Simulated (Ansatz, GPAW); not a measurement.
# NaHgF3 (model structure): optical spectrum from first principles

Wanted: where NaHgF3 (model structure) starts to absorb, how strongly, and its refractive index. The structure is a model built here, which may or may not match a known phase. It was built so: All Cd replaced by Hg and K replaced by Na in the Pm-3m structure of KCdF3. The cell is first relaxed with Ansatz.

Calculated with GPAW 26.7.0; DFT, PBE, plane-wave PAW (GPAW data sets), scalar-relativistic, RPA, optical limit.

### Step 1. The starting structure

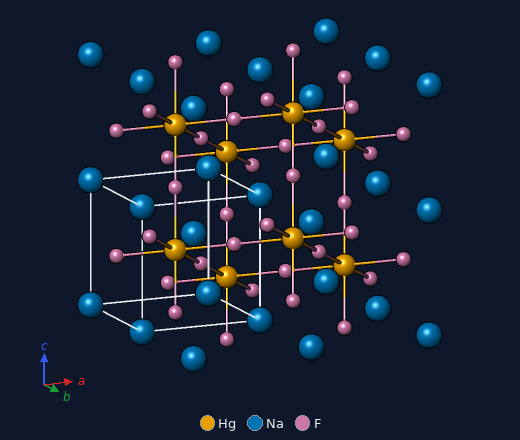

Start, viewed from a free direction; mercury orange, sodium blue, fluorine pink. 2×2×2 cells are drawn. Some periodic images of atoms are drawn too.

### Step 2. Relaxation

The structure was built or cut out here, so it is relaxed before any spectrum is computed.

This step: DFT, PBE, plane-wave PAW, default files, scalar-relativistic, relaxation (Ansatz 0.2.0).

File input.yaml:

```yaml
crystal:
  lattice:
    - [4.00901928, 0.0, 0.0]
    - [0.0, 4.00901928, 0.0]
    - [0.0, 0.0, 4.00901928]
  atoms:
    - { symbol: Hg, position: [0.5, 0.5, 0.5] }
    - { symbol: Na, position: [0.0, 0.0, 0.0] }
    - { symbol: F, position: [0.5, 0.5, 0.0] }
    - { symbol: F, position: [0.5, 0.0, 0.5] }
    - { symbol: F, position: [0.0, 0.5, 0.5] }
kpoints:
  mp_grid: { grid: [6, 6, 6] }
scf:
  occupations: { method: fermi_dirac, width: 0.05 }
hamiltonian:
  xc: pbe
output:
  forces: true
  stress: true
relax:
  f_tol: 0.02
  max_steps: 50
  cell: {}
```

Run with:

```bash
> ansatz run input.yaml --threads 1 --pin off --max-ram 4096MiB --backend cpu --events-out ev --progress --plain --runs-dir out
```

Numbers of over 12 decimals in the logs are rounded to 6 here.

Output:

```text
Engine: ansatz 0.2.0, aarch64-unknown-linux-gnu
Pseudopotentials: kind: paw
Pseudopotential: Hg, paw, valence charge 20, recommended cutoff 420 eV (normal), Hg.paw.azcp
Pseudopotential: Na, paw, valence charge 9, recommended cutoff 420 eV (normal), Na.paw.azcp
Pseudopotential: F, paw, valence charge 7, recommended cutoff 420 eV (normal), F.paw.azcp
Functional definition: PBE
  parameter kappa = 0.804
  parameter beta = 0.066725
  exchange = pbe_x(kappa = kappa, mu = beta*pi^2/3)
  correlation = pbe_c(beta = beta)
Crystal: 5 atoms, lattice volume = 64.434 Å³
Basis set: ecut = 420 eV, 1237 PW (Γ), exchange–correlation on 54×54×54 points (8 copies of the dense FFT grid, shifted against one another)
Bands: 30, of which v1, the nominal top of the filled ones, is band 25 counted from 1 (24 counted from 0)
Symmetry: 48 space group operations
Space group: Pm-3m (ITA 221), of the structure as read, at distance tolerance 4.0e-5 Å
k-points: 20 of 216
Non-local potential: Hg, projectors of the file, l = 0: 3, l = 1: 2, l = 2: 2, l = 3: 1
Non-local potential: Na, projectors of the file, l = 0: 3, l = 1: 2, l = 2: 1
Non-local potential: F, projectors of the file, l = 0: 2, l = 1: 2, l = 2: 1
PAW form: soft (Blöchl's): semilocal exchange-correlation on the pseudo side does not see the compensation charge
PAW one-centre angular grid: Hg, 590 points (default); XC on 64 Gauss nodes
PAW one-centre angular grid: Na, 110 points (default); XC on 64 Gauss nodes
PAW one-centre angular grid: F, 110 points (default); XC on 64 Gauss nodes
Initial density: superposition of atomic densities (neutral atoms: chi_scale 0, normalization atom), corrected by the library's trained network
Initial wavefunctions: pseudopotential atomic-orbital guess
Functional: x = pbe(κ = 0.804, μ = 0.219515), c = pbe(β = 0.066725)
SCF iter   1: F=—  HF=-17722.052948 eV  |F-HF|=—  |Δ(HF+E_count)|=         —  Δρ=3.40e-3  dr2=8.16e-3  ethr=1.77e-3  ⟨swp⟩=6.0  Hψ=2460  notcnv=0
preconditioner: auto → Resta (q_TF=auto, 2.615 Å⁻¹)  ε∞=3.6  [insulator: Δε(μ)=0.276 eV  Ē_g=18.290 eV  σ=0.050 eV  W_gap=0.58  n_scr=18 (ndim 8)  ℏωp=29.3 eV  f_vac=0.209  D(μ)=0.79/eV (n_scr^D=0)  ε∞_Penn≈3.6]
SCF iter   2: F=—  HF=-17722.052755 eV  |F-HF|=—  |Δ(HF+E_count)|=   1.93e-4  Δρ=1.49e-3  dr2=1.29e-3  ethr=1.63e-5  ⟨swp⟩=2.0  Hψ=1089  notcnv=0  defer=2
SCF iter   3: F=—  HF=-17722.052870 eV  |F-HF|=—  |Δ(HF+E_count)|=   1.15e-4  Δρ=6.67e-4  dr2=2.92e-4  ethr=2.58e-6  ⟨swp⟩=2.0  Hψ=806  notcnv=0  defer=2
SCF iter   4: F=—  HF=-17722.052891 eV  |F-HF|=—  |Δ(HF+E_count)|=   2.05e-5  Δρ=2.08e-4  dr2=4.37e-5  ethr=5.84e-7  ⟨swp⟩=2.0  Hψ=843  notcnv=0  defer=2
SCF iter   5: F=—  HF=-17722.050269 eV  |F-HF|=—  |Δ(HF+E_count)|=   2.62e-3  Δρ=6.95e-5  dr2=3.98e-6  ethr=8.74e-8  ⟨swp⟩=2.0  Hψ=960  notcnv=0  defer=2
SCF iter   6: F=—  HF=-17722.050270 eV  |F-HF|=—  |Δ(HF+E_count)|=   9.41e-7  Δρ=2.77e-5  dr2=2.40e-7  ethr=7.97e-9  ⟨swp⟩=2.0  Hψ=896  notcnv=0  defer=2
SCF iter   7: F=-17722.050270 eV  HF=-17722.050270 eV  |F-HF|=5.66e-9  |Δ(HF+E_count)|=   1.18e-8  Δρ=6.33e-6  dr2=1.20e-8  ethr=2.00e-10  ⟨swp⟩=4.0  Hψ=1948  notcnv=0
SCF 1 converged in 7 iterations: F = -17722.050270 eV  dr2 = 1.20e-8
  greatest PAW one-centre occupation: 1.001 electrons in one spin orbital (limit 2), on the Hg atom at site 0 (counted from 0), in its partial waves of l = 1
relax step   1: F+E_penalty+E_count = -17722.05026986 eV  Δ(F+E_penalty+E_count) = +0.000e0 eV  max|allowed force component| = 6.379e-28 eV/Å  Δτ_max = 0.0000 Å  P = +50.413 GPa  Ω = 64.434 Å³  (7 SCF iters, dr2 threshold 1.00e-7 eV, accepted)
Crystal: 5 atoms, lattice volume = 74.324 Å³
Basis set: ecut = 420 eV, 1419 PW (Γ), exchange–correlation on 54×54×54 points (8 copies of the dense FFT grid, shifted against one another)
Initial density: handed on by an earlier stage of this run
Initial wavefunctions: those handed on with the density
iter 1 solved again at ethr=4.11e-4 eV; its pass at ethr=3.10e-3 eV (dr2=2.06e-1 eV) is discarded
SCF iter   1: F=—  HF=-17724.223279 eV  |F-HF|=—  |Δ(HF+E_count)|=         —  Δρ=1.42e-2  dr2=2.04e-1  ethr=4.11e-4  ⟨swp⟩=1.0  Hψ=3113  notcnv=0
preconditioner: auto → Resta (q_TF=auto, 2.554 Å⁻¹)  ε∞=3.5  [insulator: Δε(μ)=0.203 eV  Ē_g=17.199 eV  σ=0.050 eV  W_gap=0.77  n_scr=18 (ndim 8)  ℏωp=27.2 eV  f_vac=0.272  D(μ)=0.42/eV (n_scr^D=0)  ε∞_Penn≈3.5]
SCF iter   2: F=—  HF=-17724.153819 eV  |F-HF|=—  |Δ(HF+E_count)|=   6.95e-2  Δρ=7.62e-3  dr2=3.59e-2  ethr=4.07e-4  ⟨swp⟩=2.0  Hψ=903  notcnv=0
SCF iter   3: F=—  HF=-17724.139698 eV  |F-HF|=—  |Δ(HF+E_count)|=   1.41e-2  Δρ=2.47e-3  dr2=5.53e-3  ethr=7.18e-5  ⟨swp⟩=2.6  Hψ=1137  notcnv=0  defer=16
SCF iter   4: F=—  HF=-17724.137981 eV  |F-HF|=—  |Δ(HF+E_count)|=   1.72e-3  Δρ=1.31e-3  dr2=9.57e-4  ethr=1.11e-5  ⟨swp⟩=2.0  Hψ=853  notcnv=0  defer=16
SCF iter   5: F=—  HF=-17724.137808 eV  |F-HF|=—  |Δ(HF+E_count)|=   1.73e-4  Δρ=3.32e-4  dr2=6.92e-5  ethr=1.91e-6  ⟨swp⟩=2.0  Hψ=900  notcnv=0  defer=16
SCF iter   6: F=—  HF=-17724.134614 eV  |F-HF|=—  |Δ(HF+E_count)|=   3.19e-3  Δρ=6.12e-5  dr2=1.70e-6  ethr=1.38e-7  ⟨swp⟩=2.0  Hψ=986  notcnv=0  defer=16
SCF iter   7: F=-17724.134616 eV  HF=-17724.134616 eV  |F-HF|=1.27e-7  |Δ(HF+E_count)|=   1.42e-6  Δρ=1.23e-5  dr2=6.65e-8  ethr=1.00e-9  ⟨swp⟩=4.0  Hψ=2122  notcnv=0
SCF 2 converged in 7 iterations: F = -17724.134616 eV  dr2 = 6.65e-8
relax step   2: F+E_penalty+E_count = -17724.13461590 eV  Δ(F+E_penalty+E_count) = -2.084e0 eV  max|allowed force component| = 3.891e-29 eV/Å  Δτ_max = 0.0000 Å  P = +20.828 GPa  Ω = 74.324 Å³  energy of the carried Pulay correction = -3.052e-2 eV  (7 SCF iters, dr2 threshold 5.00e-7 eV, accepted)
Crystal: 5 atoms, lattice volume = 83.295 Å³
Basis set: ecut = 420 eV, 1647 PW (Γ), exchange–correlation on 54×54×54 points (8 copies of the dense FFT grid, shifted against one another)
iter 1 solved again at ethr=3.28e-4 eV; its pass at ethr=3.10e-3 eV (dr2=1.64e-1 eV) is discarded
SCF iter   1: F=—  HF=-17724.843407 eV  |F-HF|=—  |Δ(HF+E_count)|=         —  Δρ=1.17e-2  dr2=1.56e-1  ethr=3.28e-4  ⟨swp⟩=1.0  Hψ=2895  notcnv=0
preconditioner: auto → Resta (q_TF=auto, 2.506 Å⁻¹)  ε∞=3.4  [insulator: Δε(μ)=0.541 eV  Ē_g=16.536 eV  σ=0.050 eV  W_gap=0.87  n_scr=26 (ndim 8)  ℏωp=25.7 eV  f_vac=0.303  D(μ)=0.17/eV (n_scr^D=0)  ε∞_Penn≈3.4]
SCF iter   2: F=—  HF=-17724.791605 eV  |F-HF|=—  |Δ(HF+E_count)|=   5.18e-2  Δρ=6.46e-3  dr2=2.55e-2  ethr=3.13e-4  ⟨swp⟩=2.1  Hψ=935  notcnv=0
SCF iter   3: F=—  HF=-17724.781917 eV  |F-HF|=—  |Δ(HF+E_count)|=   9.69e-3  Δρ=2.26e-3  dr2=5.00e-3  ethr=5.09e-5  ⟨swp⟩=2.5  Hψ=1124  notcnv=0  defer=14
SCF iter   4: F=—  HF=-17724.780381 eV  |F-HF|=—  |Δ(HF+E_count)|=   1.54e-3  Δρ=1.02e-3  dr2=7.01e-4  ethr=1.00e-5  ⟨swp⟩=2.0  Hψ=828  notcnv=0  defer=14
SCF iter   5: F=—  HF=-17724.780282 eV  |F-HF|=—  |Δ(HF+E_count)|=   9.96e-5  Δρ=2.66e-4  dr2=5.19e-5  ethr=1.40e-6  ⟨swp⟩=2.4  Hψ=955  notcnv=0  defer=14
SCF iter   6: F=—  HF=-17724.777000 eV  |F-HF|=—  |Δ(HF+E_count)|=   3.28e-3  Δρ=5.11e-5  dr2=1.32e-6  ethr=1.04e-7  ⟨swp⟩=2.2  Hψ=992  notcnv=0  defer=14
SCF iter   7: F=-17724.777001 eV  HF=-17724.777001 eV  |F-HF|=2.15e-7  |Δ(HF+E_count)|=   1.45e-6  Δρ=1.46e-5  dr2=1.06e-7  ethr=1.00e-9  ⟨swp⟩=4.0  Hψ=2133  notcnv=0
SCF 3 converged in 7 iterations: F = -17724.777001 eV  dr2 = 1.06e-7
  greatest PAW one-centre occupation: 1.000 electrons in one spin orbital (limit 2), on the Hg atom at site 0 (counted from 0), in its partial waves of l = 1
relax step   3: F+E_penalty+E_count = -17724.77700133 eV  Δ(F+E_penalty+E_count) = -6.424e-1 eV  max|allowed force component| = 2.452e-29 eV/Å  Δτ_max = 0.0000 Å  P = +4.041 GPa  Ω = 83.295 Å³  energy of the carried Pulay correction = -5.471e-2 eV  (7 SCF iters, dr2 threshold 5.00e-7 eV, accepted)
[... from here on, the SCF cycles and remarks between the steps are left out ...]
relax step   4: F+E_penalty+E_count = -17724.80413961 eV  Δ(F+E_penalty+E_count) = -2.714e-2 eV  max|allowed force component| = 4.346e-29 eV/Å  Δτ_max = 0.0000 Å  P = +0.294 GPa  Ω = 85.786 Å³  energy of the carried Pulay correction = -6.092e-2 eV  (6 SCF iters, dr2 threshold 5.00e-7 eV, accepted)
relax step   5: F+E_penalty+E_count = -17724.80383195 eV  Δ(F+E_penalty+E_count) = +3.077e-4 eV  max|allowed force component| = 1.816e-29 eV/Å  Δτ_max = 0.0000 Å  P = +0.002 GPa  Ω = 85.988 Å³  energy of the carried Pulay correction = -6.141e-2 eV  (5 SCF iters, dr2 threshold 2.17e-7 eV, accepted)
relax step   6: F+E_penalty+E_count = -17725.19904699 eV  Δ(F+E_penalty+E_count) = -3.952e-1 eV  max|allowed force component| = 2.956e-29 eV/Å  Δτ_max = 0.0000 Å  P = +6.398 GPa  Ω = 85.988 Å³  stress off target by 6.40e0 GPa  SCF on the basis re-selected at this cell (its energy is not comparable with the rows above)  (10 SCF iters)
relax step   7: F+E_penalty+E_count = -17725.30782960 eV  Δ(F+E_penalty+E_count) = -1.088e-1 eV  max|allowed force component| = 2.248e-29 eV/Å  Δτ_max = 0.0000 Å  P = +2.624 GPa  Ω = 90.500 Å³  energy of the carried Pulay correction = -1.591e-2 eV  (6 SCF iters, dr2 threshold 5.00e-7 eV, accepted)
relax step   8: F+E_penalty+E_count = -17725.32157427 eV  Δ(F+E_penalty+E_count) = -1.374e-2 eV  max|allowed force component| = 4.169e-29 eV/Å  Δτ_max = 0.0000 Å  P = +0.355 GPa  Ω = 93.926 Å³  energy of the carried Pulay correction = -3.324e-2 eV  (6 SCF iters, dr2 threshold 5.00e-7 eV, accepted)
relax step   9: F+E_penalty+E_count = -17725.31888191 eV  Δ(F+E_penalty+E_count) = +2.692e-3 eV  max|allowed force component| = 4.489e-29 eV/Å  Δτ_max = 0.0000 Å  P = +0.025 GPa  Ω = 94.487 Å³  energy of the carried Pulay correction = -3.660e-2 eV  (5 SCF iters, dr2 threshold 3.16e-7 eV, accepted)
relax step  10: F+E_penalty+E_count = -17725.36002457 eV  Δ(F+E_penalty+E_count) = -4.114e-2 eV  max|allowed force component| = 4.936e-29 eV/Å  Δτ_max = 0.0000 Å  P = +0.216 GPa  Ω = 94.487 Å³  stress off target by 2.16e-1 GPa  SCF on the basis re-selected at this cell (its energy is not comparable with the rows above)  (8 SCF iters)
relax step  11: F+E_penalty+E_count = -17725.35932317 eV  Δ(F+E_penalty+E_count) = +7.014e-4 eV  max|allowed force component| = 1.961e-29 eV/Å  Δτ_max = 0.0000 Å  P = +0.010 GPa  Ω = 94.856 Å³  energy of the carried Pulay correction = -9.612e-4 eV  (5 SCF iters, dr2 threshold 1.16e-7 eV, accepted)
iter 1 solved again at ethr=2.12e-7 eV; its pass at ethr=3.10e-3 eV (dr2=1.06e-4 eV) is discarded
SCF iter   1: F=—  HF=-17725.359848 eV  |F-HF|=—  |Δ(HF+E_count)|=         —  Δρ=9.95e-5  dr2=5.45e-7  ethr=2.12e-7  ⟨swp⟩=3.0  Hψ=3868  notcnv=0
preconditioner: auto → Resta (q_TF=auto, 2.452 Å⁻¹)  ε∞=3.3  [insulator: Δε(μ)=0.396 eV  Ē_g=15.890 eV  σ=0.050 eV  W_gap=0.92  n_scr=26 (ndim 8)  ℏωp=24.1 eV  f_vac=0.331  D(μ)=0.03/eV (n_scr^D=0)  ε∞_Penn≈3.3]
SCF iter   2: F=—  HF=-17725.360156 eV  |F-HF|=—  |Δ(HF+E_count)|=   3.08e-4  Δρ=5.02e-5  dr2=2.48e-7  ethr=1.09e-9  ⟨swp⟩=2.8  Hψ=1157  notcnv=0
SCF iter   3: F=—  HF=-17725.360249 eV  |F-HF|=—  |Δ(HF+E_count)|=   9.34e-5  Δρ=2.53e-5  dr2=3.71e-8  ethr=4.95e-10  ⟨swp⟩=2.1  Hψ=848  notcnv=0
SCF iter   4: F=—  HF=-17725.360278 eV  |F-HF|=—  |Δ(HF+E_count)|=   2.83e-5  Δρ=7.76e-6  dr2=5.98e-9  ethr=7.42e-11  ⟨swp⟩=2.0  Hψ=981  notcnv=0
SCF iter   5: F=—  HF=-17725.360281 eV  |F-HF|=—  |Δ(HF+E_count)|=   3.01e-6  Δρ=1.73e-6  dr2=1.32e-9  ethr=1.20e-11  ⟨swp⟩=2.0  Hψ=972  notcnv=0
SCF iter   6: F=—  HF=-17725.360281 eV  |F-HF|=—  |Δ(HF+E_count)|=   4.71e-8  Δρ=5.36e-7  dr2=1.76e-10  ethr=2.63e-12  ⟨swp⟩=2.2  Hψ=840  notcnv=0
SCF iter   7: F=-17725.360281 eV  HF=-17725.360281 eV  |F-HF|=1.46e-11  |Δ(HF+E_count)|=  2.40e-10  Δρ=1.01e-7  dr2=3.45e-12  ethr=1.00e-12  ⟨swp⟩=4.0  Hψ=2037  notcnv=0
SCF 12 converged in 7 iterations: F = -17725.360281 eV  dr2 = 3.45e-12
relax step  12: F+E_penalty+E_count = -17725.36028069 eV  Δ(F+E_penalty+E_count) = -9.575e-4 eV  max|allowed force component| = 2.110e-29 eV/Å  Δτ_max = 0.0000 Å  P = +0.015 GPa  Ω = 94.856 Å³  stress off target by 1.46e-2 GPa  SCF on the basis re-selected at this cell (its energy is not comparable with the rows above)  (7 SCF iters)
basis re-selected at this cell: Δ(F+E_penalty+E_count) = -9.575e-4 eV, ΔP = +0.004 GPa vs the last step (what re-selecting the basis moved, of the pressure what is left beyond the Pulay correction that the steps carried, after the strain that the cell walked since its last selection, with what the two solves' SCF thresholds leave and, on support functions, any second-order correction that the steps lacked; it is no m [...]
SCF converged after 7 iterations
Free energy (F): -17725.360281 eV
Harris-Foulkes:  -17725.360281 eV  (|F-HF|=1.46e-11)
Internal energy: -17725.359933 eV  (E = F + TS)
E sigma→0 (E₀):  -17725.360107 eV
Entropy (-TS):   -0.000348 eV (-0.070 meV/atom)
Fermi energy:    3.443167 eV
--- Per-component energies (eV) ---
  E_band       = -897.306595
  E_kinetic    = 1338.939214
  E_local      = -6959.556811  (includes V_loc(G=0)·N_el)
  E_nonlocal   = 412.124088
  E_hartree    = 2802.223039
  E_xc         = -496.165478
  E_vxc        = -615.607221  (∫ρ·V_xc dr)
  E_paw        = -10808.986248  (= ΣΔE_a)
  E_vpaw       = -677.659148  (= ΣTr[D̂ρ^β])
  E_aug_tail   = 0.007228  (compensation charges beyond the density's cutoff)
  E_ewald      = -4013.944965
  E_smearing   = -0.000348  (= −TS)
  E_closure    = -0.000000  (closes the sum)
  Σ components = -17725.360281   (vs F -17725.360281, Δ=0.00e0)
--- Forces (eV/Å), atoms counted from 1 ---
  atom   1  Hg    -0.00000000     0.00000000     0.00000000
  atom   2  Na    -0.00000000     0.00000000     0.00000000
  atom   3  F      0.00000000     0.00000000    -0.00000000
  atom   4  F      0.00000000    -0.00000000     0.00000000
  atom   5  F      0.00000000     0.00000000    -0.00000000
  max |Σ_I F_I| component: 2.07e-29 eV/Å
--- Stress (GPa, compression-positive) ---
        0.014586       0.000000      -0.000000
        0.000000       0.014586       0.000000
       -0.000000       0.000000       0.014586
  P = ⅓ Tr σ = 0.0146 GPa (0.146 kbar)
--- Relaxed structure (9 steps of the walk, 9 accepted, 3 SCFs on fresh bases) ---
  F+E_penalty+E_count = -17725.36028069 eV   max|allowed force component| = 2.110e-29 eV/Å   (the final SCF, on the basis selected at the relaxed cell)
  cell:  # Å, volume = 94.8557 Å³
    - [4.560591, 0, 0]
    - [0, 4.560591, 0]
    - [0, 0, 4.560591]
  atoms:
    - { symbol: Hg, position: [0.5, 0.5, 0.5] }
    - { symbol: Na, position: [0, 0, 0] }
    - { symbol: F, position: [0.5, 0.5, 0] }
    - { symbol: F, position: [0.5, 0, 0.5] }
    - { symbol: F, position: [0, 0.5, 0.5] }
```

It took 32 s on 1 thread of Arm Neoverse V1, shared host; peak memory 0.36 GiB.

Relaxation path:

| step | energy less that of the first step (eV) | largest force component (eV/Å) | pressure (GPa) | volume (Å³) |
| --- | --- | --- | --- | --- |
| 1 | 0.0000 | 0.0000 | 50.41 | 64.43 |
| 2 | -2.0843 | 0.0000 | 20.83 | 74.32 |
| 3 | -2.7267 | 0.0000 | 4.04 | 83.30 |
| 4 | -2.7539 | 0.0000 | 0.29 | 85.79 |
| 5 | -2.7536 | 0.0000 | 0.00 | 85.99 |
| 6* | -3.1488 | 0.0000 | 6.40 | 85.99 |
| 7 | -3.2576 | 0.0000 | 2.62 | 90.50 |
| 8 | -3.2713 | 0.0000 | 0.36 | 93.93 |
| 9 | -3.2686 | 0.0000 | 0.03 | 94.49 |
| 10* | -3.3098 | 0.0000 | 0.22 | 94.49 |
| 11 | -3.3091 | 0.0000 | 0.01 | 94.86 |
| 12* | -3.3100 | 0.0000 | 0.01 | 94.86 |

Relaxation steps marked * repeat the geometry before them on a plane-wave basis chosen anew for their cell, so energy and pressure can jump there.

The run keeps the 48 symmetry operations that it works with, so distortions that break them were not tested.

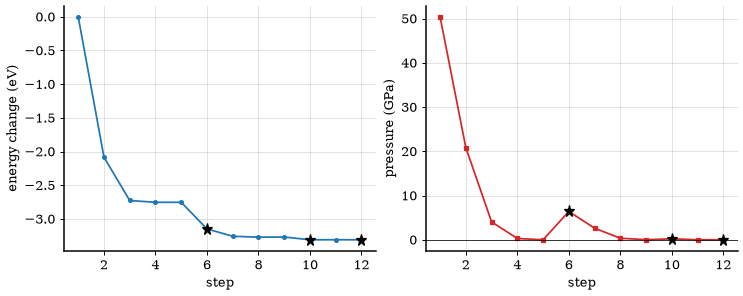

Energy and pressure along the relaxation. Stars mark steps on a basis chosen anew.

| cell as run | before | after | change |
| --- | --- | --- | --- |
| a (Å) | 4.009 | 4.561 | +13.8 % |
| b (Å) | 4.009 | 4.561 | +13.8 % |
| c (Å) | 4.009 | 4.561 | +13.8 % |
| volume (Å³/atom) | 12.89 | 18.97 | +47.2 % |

Final coordinates:

```cif
data_structure
_symmetry_space_group_name_H-M 'P 1'
_symmetry_Int_Tables_number 1
_cell_length_a 4.5606
_cell_length_b 4.5606
_cell_length_c 4.5606
_cell_angle_alpha 90.000
_cell_angle_beta 90.000
_cell_angle_gamma 90.000
_cell_volume 94.86
loop_
_atom_site_label
_atom_site_type_symbol
_atom_site_fract_x
_atom_site_fract_y
_atom_site_fract_z
_atom_site_occupancy
Hg1 Hg 0.50000 0.50000 0.50000 1
Na2 Na 0.00000 0.00000 0.00000 1
F3 F 0.50000 0.50000 0.00000 1
F4 F 0.50000 0.00000 0.50000 1
F5 F 0.00000 0.50000 0.50000 1
```

The relaxation ends with a pressure of 0.01 GPa.

(Continued in part 2 of 3.)

[Machine, clock and banner lines and Python warnings are left out of the logs.]

[Logs are printed without paths, hosts, clocks, repeated set-up lines and the standing remarks that a program may print on its own settings, such as how far it seeks lower states.]

[Hosts, paths, dates, database ids (printed as entryN), source tags and the programs' standing remarks are cut or masked in the printed files.]
